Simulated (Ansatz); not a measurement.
# Work function of Ni(100): what the settings cost and change

Aim: the numerical settings behind the work function of Ni(100), with the cost of each.

Main program and level: Ansatz 0.2.0; plane-wave DFT, PBE, Ansatz PAW.

Experimental background.

For Ni (clean (100) face, a compiled value), “Anisotropic work function of elemental crystals” (2019, arxiv:1902.07811) quotes earlier work: work function (clean (100) face, a compiled value) 5.17 eV.

Report form: the programs' logs are mostly left out.

In doubt: warnings of the run leave room for a lower electronic state (step 15), so energies may not be the lowest and differences between runs may mislead.

### Step 1. The starting structure

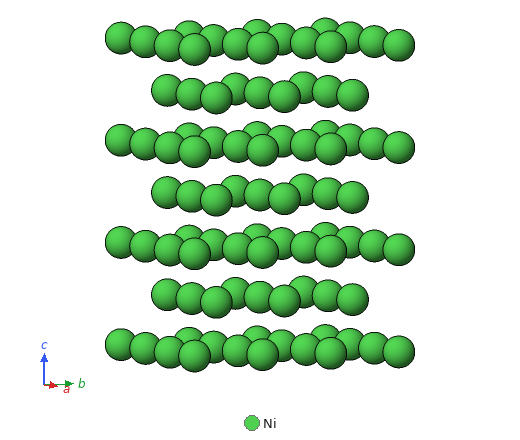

The starting structure, seen from the side, with the c axis up (nickel green). 3×3×1 cells are drawn. Some periodic images of atoms are drawn too.

The cell holds 7 atoms: 7 Ni. Its edges and angles: a = 2.489 Å, b = 2.489 Å, c = 28.560 Å, α = 90.0°, β = 90.0°, γ = 90.0°. Vacuum lies along c.

### Step 2. Run, setting cutoff 200 eV

A work function rests on the faint tail of the density, so the SCF threshold is tight. The cutoff is raised first; then mesh and smearing are varied at the default cutoff.

The input, input.yaml:

```yaml
crystal:
  lattice:
    - [2.4890158698, 0.0, 0.0]
    - [0.0, 2.4890158698, 0.0]
    - [0.0, 0.0, 28.56]
  atoms:
    - { symbol: Ni, position: [0.0, 0.0, 0.3151260504], spin: 0.7 }
    - { symbol: Ni, position: [0.5, 0.5, 0.3767507003], spin: 0.7 }
    - { symbol: Ni, position: [0.0, 0.0, 0.4383753501], spin: 0.7 }
    - { symbol: Ni, position: [0.5, 0.5, 0.5], spin: 0.7 }
    - { symbol: Ni, position: [0.0, 0.0, 0.5616246499], spin: 0.7 }
    - { symbol: Ni, position: [0.5, 0.5, 0.6232492997], spin: 0.7 }
    - { symbol: Ni, position: [0.0, 0.0, 0.6848739496], spin: 0.7 }
magnetization:
  spin_polarized: true
kpoints:
  mp_grid: { grid: [16, 16, 1] }
hamiltonian:
  xc: pbe
scf:
  occupations: { method: fermi_dirac, width: 0.1 }
  convergence: { dr2_threshold: 1.0e-09 }
efield:
  axis: 3
  dipole_correction: true
  ramp_position: 0.97
  ramp_width: 0.06
basis:
  ecutwfc: "200 eV"
output:
  write_potential: true
  write_density: true
  volumetric_format: npy
  elf: true
```

On the command line:

```bash
$ ansatz run input.yaml --threads 4 --pin off --max-ram 6144MiB --backend cpu --events-out ev --progress --plain --runs-dir out
```

Elapsed: 94 s, on 4 threads of Arm Neoverse N1, shared host; peak memory 0.71 GiB; 4.6 min of CPU time.

This step gave:

```yaml
energy_at_zero_smearing: -40769.7982 eV
total_moment: 3.906 μB
site_moments: 0.6425, 0.5513, 0.5582, 0.5599, 0.5582, 0.5513, 0.6425 μB
work_function_upper_face: 5.688 eV
```

Running mean over 1.76 Å of the planar mean; the ramp of the sawtooth is left out. Electron's electrostatic potential energy less the Fermi level against z:

| z (Å) | electron's electrostatic potential energy less the Fermi level (eV) |
| --- | --- |
| 4 | 5.48 |
| 5 | 5.32 |
| 6 | 5.07 |
| 7 | 4.38 |
| 8 | -1.40 |
| 9 | -8.80 |
| 10 | -9.01 |
| 11 | -9.05 |
| 12 | -9.06 |
| 13 | -9.07 |
| 14 | -9.06 |
| 15 | -9.07 |
| 16 | -9.07 |
| 17 | -9.06 |
| 18 | -9.02 |
| 19 | -9.03 |
| 20 | -7.06 |
| 21 | 2.58 |
| 22 | 4.82 |
| 23 | 5.20 |
| 24 | 5.39 |
| 25 | 5.53 |

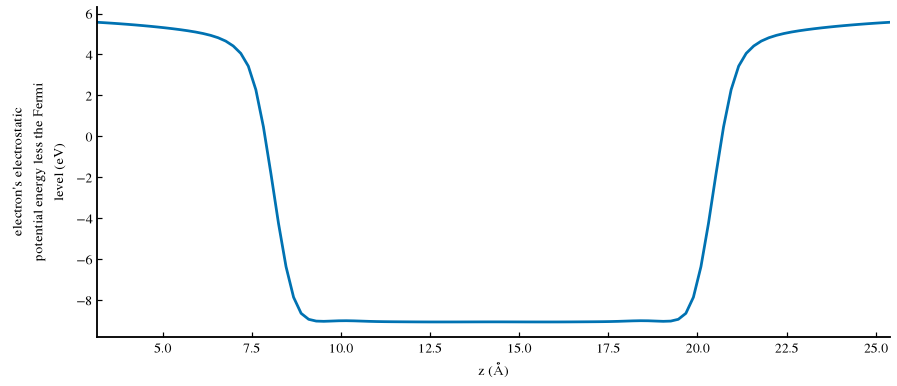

Electron's electrostatic potential energy less the Fermi level, plotted against z.

Site moment by atom:

| atom | site moment (μB) |
| --- | --- |
| Ni1 | 0.642 |
| Ni2 | 0.551 |
| Ni3 | 0.558 |
| Ni4 | 0.560 |
| Ni5 | 0.558 |
| Ni6 | 0.551 |
| Ni7 | 0.642 |

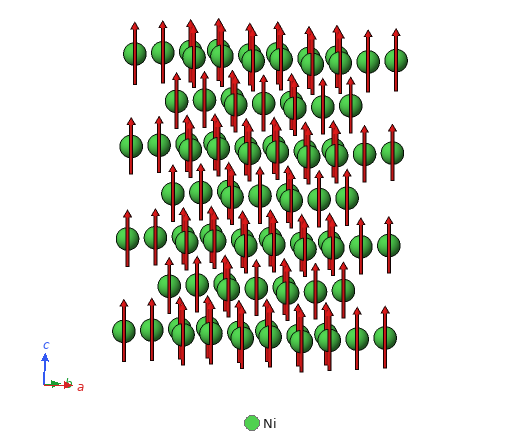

Site moment as arrows, the longest 0.642 μB. Up and down stand for the sign. Arrows give size and sign along the axis of quantisation, drawn up and down the page. 3×3×1 cells are drawn. Some periodic images of atoms are drawn too.

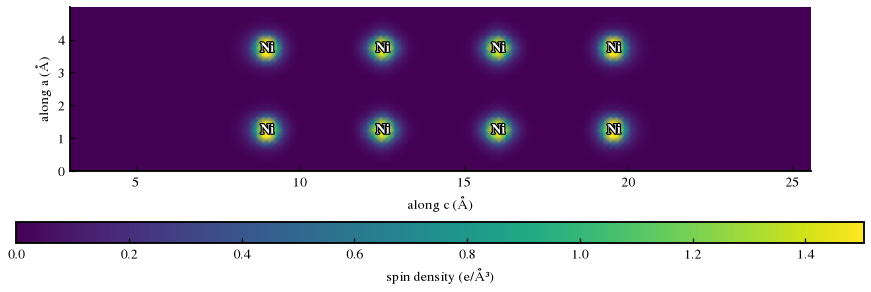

Spin density in the ca plane at fractional y = 0.000, with atoms of Ni within 0.2 Å of it. The map starts off the cell's origin, so that atoms lie inside it. The far vacuum is left out of the map.

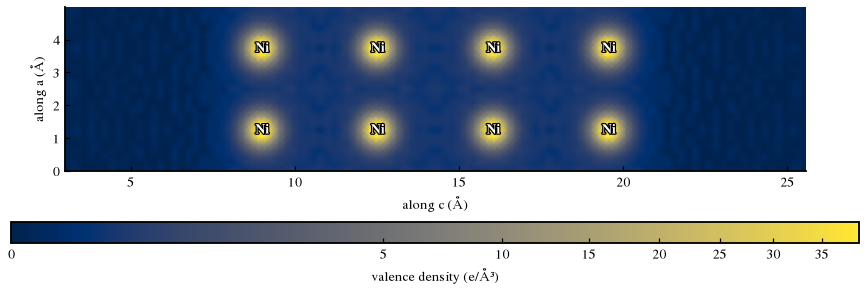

Valence density in the ca plane at fractional y = 0.000, with atoms of Ni within 0.2 Å of it. It is the smooth field of the valence electrons, not physical close to the nuclei. The map starts off the cell's origin, so that atoms lie inside it. The colour scale is stretched toward low values. The far vacuum is left out of the map.

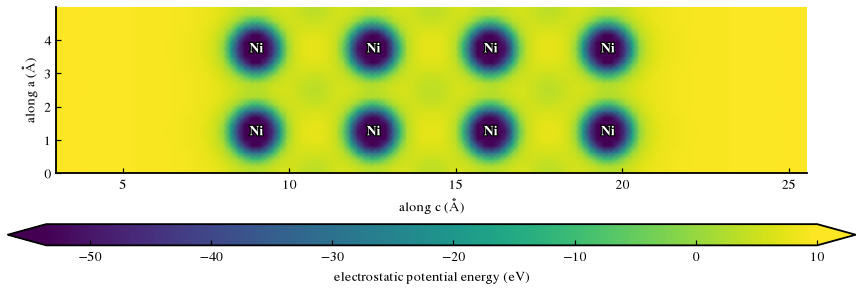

Electrostatic potential energy in the ca plane at fractional y = 0.000, with atoms of Ni within 0.2 Å of it. With pseudopotentials it is smooth inside the atoms' cores, unlike the true potential. The map starts off the cell's origin, so that atoms lie inside it. The far vacuum is left out of the map.

The work function is 5.688 eV. The program marks this work function as in doubt.

### Step 3. Slab

input.yaml: that of step 2 with these lines changed.

```diff
@@ -28,3 +28,3 @@
 basis:
-  ecutwfc: "200 eV"
+  ecutwfc: "300 eV"
 output:
@@ -33,2 +33 @@
   volumetric_format: npy
-  elf: true
```

Wall time 2.2 min (4 threads); peak memory 1 GiB; 6.9 min of CPU time.

The work function is 4.911 eV, -0.777 eV from the run “cutoff 200 eV”, at 1.5 times its CPU time.

### Step 4. Slab

input.yaml: that of step 3 with these lines changed.

```diff
@@ -28,3 +28,3 @@
 basis:
-  ecutwfc: "300 eV"
+  ecutwfc: "420 eV"
 output:
```

The job ended after 3.6 min (4 threads; peak memory 1.5 GiB; 11 min of CPU time).

The work function is 4.909 eV, -0.779 eV from the run “cutoff 200 eV”, at 2.4 times its CPU time.

### Step 5. Slab

input.yaml: that of step 4 with these lines changed.

```diff
@@ -28,3 +28,3 @@
 basis:
-  ecutwfc: "420 eV"
+  ecutwfc: "600 eV"
 output:
```

Elapsed: 4.7 min, on 4 threads; peak memory 2.3 GiB.

The work function is 4.909 eV, -0.000 eV from the run “cutoff 420 eV”, at 1.4 times its CPU time.

### Step 6. Slab

input.yaml: that of step 5 with these lines changed.

```diff
@@ -16,3 +16,3 @@
 kpoints:
-  mp_grid: { grid: [16, 16, 1] }
+  mp_grid: { grid: [3, 3, 1] }
 hamiltonian:
@@ -27,4 +27,2 @@
   ramp_width: 0.06
-basis:
-  ecutwfc: "600 eV"
 output:
```

Run time: 21 s. Hardware: 4 threads; peak memory 0.57 GiB.

The work function is 4.901 eV, -0.008 eV from the run “cutoff 420 eV”, at 0.069 times its CPU time.

### Step 7. Slab

input.yaml: that of step 6 with these lines changed.

```diff
@@ -16,3 +16,3 @@
 kpoints:
-  mp_grid: { grid: [3, 3, 1] }
+  mp_grid: { grid: [5, 5, 1] }
 hamiltonian:
```

Elapsed: 43 s, on 4 threads; peak memory 0.62 GiB; 93 s of CPU time.

The work function is 4.942 eV, +0.033 eV from the run “cutoff 420 eV”, at 0.14 times its CPU time.

### Step 8. Run

input.yaml: that of step 7 with these lines changed.

```diff
@@ -16,3 +16,3 @@
 kpoints:
-  mp_grid: { grid: [5, 5, 1] }
+  mp_grid: { grid: [11, 11, 1] }
 hamiltonian:
```

Run time: 1.7 min. Hardware: 4 threads; peak memory 0.97 GiB.

The work function is 4.906 eV, -0.003 eV from the run “cutoff 420 eV”, at 0.48 times its CPU time.

### Step 9. Slab

input.yaml: that of step 8 with these lines changed.

```diff
@@ -16,3 +16,3 @@
 kpoints:
-  mp_grid: { grid: [11, 11, 1] }
+  mp_grid: { grid: [24, 24, 1] }
 hamiltonian:
```

Wall time 6.3 min (4 threads); peak memory 2.5 GiB.

The work function is 4.908 eV, -0.002 eV from the run “cutoff 420 eV”, at 2.0 times its CPU time.

### Step 10. Slab

input.yaml: that of step 9 with these lines changed.

```diff
@@ -16,3 +16,3 @@
 kpoints:
-  mp_grid: { grid: [24, 24, 1] }
+  mp_grid: { grid: [16, 16, 1] }
 hamiltonian:
@@ -20,3 +20,3 @@
 scf:
-  occupations: { method: fermi_dirac, width: 0.1 }
+  occupations: { method: gaussian, width: 0.05 }
   convergence: { dr2_threshold: 1.0e-09 }
```

Run time: 3.2 min. Hardware: 4 threads; peak memory 1.5 GiB; 11 min of CPU time.

The work function is 4.947 eV, +0.037 eV from the run “cutoff 420 eV”, at 0.98 times its CPU time.

### Step 11. Slab

input.yaml: that of step 10 with these lines changed.

```diff
@@ -20,3 +20,3 @@
 scf:
-  occupations: { method: gaussian, width: 0.05 }
+  occupations: { method: methfessel_paxton, width: 0.2 }
   convergence: { dr2_threshold: 1.0e-09 }
```

The job ended after 4.8 min (4 threads; peak memory 1.5 GiB).

The work function is 4.931 eV, +0.022 eV from the run “cutoff 420 eV”, at 1.6 times its CPU time.

### Step 12. Run

input.yaml: that of step 11 with these lines changed.

```diff
@@ -20,3 +20,3 @@
 scf:
-  occupations: { method: methfessel_paxton, width: 0.2 }
+  occupations: { method: fermi_dirac, width: 0.3 }
   convergence: { dr2_threshold: 1.0e-09 }
```

It took 10 min on 4 threads; peak memory 1.6 GiB.

The work function is 4.879 eV, -0.030 eV from the run “cutoff 420 eV”, at 3.4 times its CPU time.

### Step 13. Slab

input.yaml: that of step 12 with these lines changed.

```diff
@@ -20,3 +20,3 @@
 scf:
-  occupations: { method: fermi_dirac, width: 0.3 }
+  occupations: { method: cold, width: 0.1 }
   convergence: { dr2_threshold: 1.0e-09 }
```

Run time: 3.4 min. Hardware: 4 threads; peak memory 1.5 GiB; 13 min of CPU time.

The work function is 4.940 eV, +0.031 eV from the run “cutoff 420 eV”, at 1.2 times its CPU time.

### Step 14. The series together

Times are for 4 threads of Arm Neoverse N1, shared host. The runs compared:

| no. | setting | work function, upper face (eV) | time | memory (GiB) |
| --- | --- | --- | --- | --- |
| 1 | cutoff 200 eV | 5.688 | 94 s | 0.71 |
| 2 | cutoff 300 eV | 4.911 | 2.2 min | 1.0 |
| 3 | cutoff 420 eV | 4.909 | 3.6 min | 1.5 |
| 4 | cutoff 600 eV | 4.909 | 4.7 min | 2.3 |
| 5 | mesh 3x3 | 4.901 | 21 s | 0.57 |
| 6 | mesh 5x5 | 4.942 | 43 s | 0.62 |
| 7 | mesh 11x11 | 4.906 | 1.7 min | 0.97 |
| 8 | mesh 24x24 | 4.908 | 6.3 min | 2.5 |
| 9 | Gaussian smearing 0.05 eV | 4.947 | 3.2 min | 1.5 |
| 10 | methfessel_paxton smearing 0.2 eV | 4.931 | 4.8 min | 1.5 |
| 11 | fermi_dirac smearing 0.3 eV | 4.879 | 10 min | 1.6 |
| 12 | cold smearing 0.1 eV | 4.940 | 3.4 min | 1.5 |

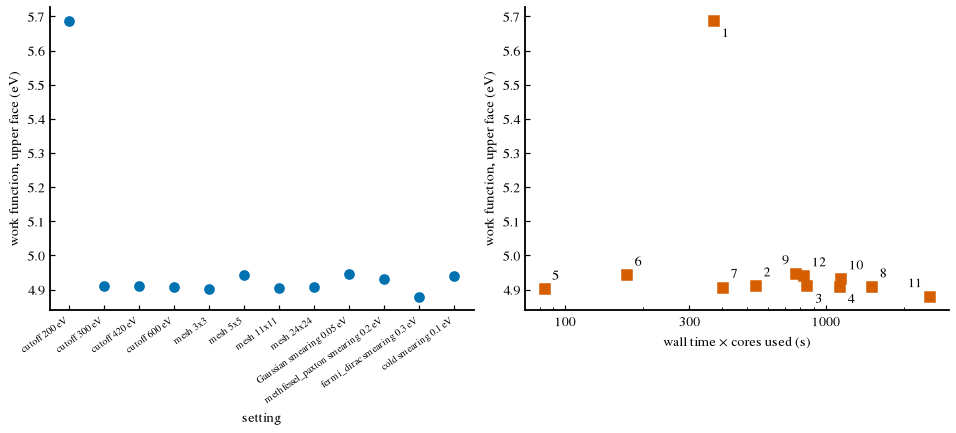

The series as plots; the last panel sets the first result against cost, with the runs numbered as in the table.

### Step 15. Varying the input

An input spoilt on purpose, to show how the run answers: it repeats the earlier run “cutoff 200 eV” with kpoints.mp_grid.grid from [16, 16, 1] to [1, 1, 1], and scf.max_iter set to 100; its output block differs too.

input.yaml: that of step 13 with these lines changed.

```diff
@@ -16,3 +16,3 @@
 kpoints:
-  mp_grid: { grid: [16, 16, 1] }
+  mp_grid: { grid: [1, 1, 1] }
 hamiltonian:
@@ -20,4 +20,5 @@
 scf:
-  occupations: { method: cold, width: 0.1 }
+  occupations: { method: fermi_dirac, width: 0.1 }
   convergence: { dr2_threshold: 1.0e-09 }
+  max_iter: 100
 efield:
@@ -27,2 +28,4 @@
   ramp_width: 0.06
+basis:
+  ecutwfc: "200 eV"
 output:
```

It took 14 s on 4 threads; peak memory 0.31 GiB; 41 s of CPU time.

```
                      quantity  this run  earlier run  difference
work function, upper face (eV)     7.887        5.688         2.2
             total moment (μB)     7.181        3.906         3.3
```

What moves beyond 0.01 in its unit (for the dipole 0.5 % and 5e-5 e·Å): work function, upper face (+2.2 eV) and total moment (+3.28 μB).

The fault (one k-point for a small cell) shows in the results, which are not taken further.

### Step 16. Results

| Property | Result |
| --- | --- |
| work function, cutoff 200 eV | 5.688 eV |
| work function, cutoff 420 eV | 4.909 eV |
| work function, cutoff 600 eV | 4.909 eV |
| work function, fermi_dirac smearing 0.3 eV | 4.879 eV |

In words: The run at the highest cutoff gives 4.91 eV, and the settings tried spread the value from 4.88 to 5.69 eV. Against 600 eV, a cutoff of 200 eV is off by +0.779 eV. Against 600 eV, a cutoff of 420 eV is off by +0.000 eV. Against the finest mesh, 24 points along a, the coarser ones are off by -0.01 (3), +0.03 (5) and -0.00 (11) eV. The smearing schemes and widths spread it over 0.07 eV. In the run “fermi_dirac smearing 0.3 eV” the moment is gone, so that value belongs to another state. The program marks the value as in doubt in “cutoff 200 eV”. The ladder's slabs use the tabulated experimental lattice constant (two decimals; a low-temperature value for the alkali metals). The magnetic order is the one reached from the typed start; other orders were not compared. In 2 runs of the series (cutoff 200 eV and cutoff 300 eV) the program warns that electrons reach the sawtooth's ramp, which makes dipole and work function less sure.

Computed beside measured:

| quantity | measured | cutoff 600 eV |
| --- | --- | --- |
| work function (clean (100) face, a compiled value) (eV) | 5.17 | 4.91 (-0.26 eV) |

Measured values from arxiv:1902.07811 (2019).

How well it matches: The work function is off by -0.26 eV. No cell relaxation is part of this session.

[Logs are printed without paths, hosts, clocks, repeated set-up lines and the standing remarks that a program may print on its own settings, such as how far it seeks lower states.]

[Hosts, paths, dates, database ids (printed as entryN), source tags and the programs' standing remarks are cut or masked in the printed files.]

[Maps of the electrostatic potential energy from Ansatz leave out the sawtooth potential of an applied field or a dipole correction, so their vacuum need not be flat; planar profiles and work functions include it.]
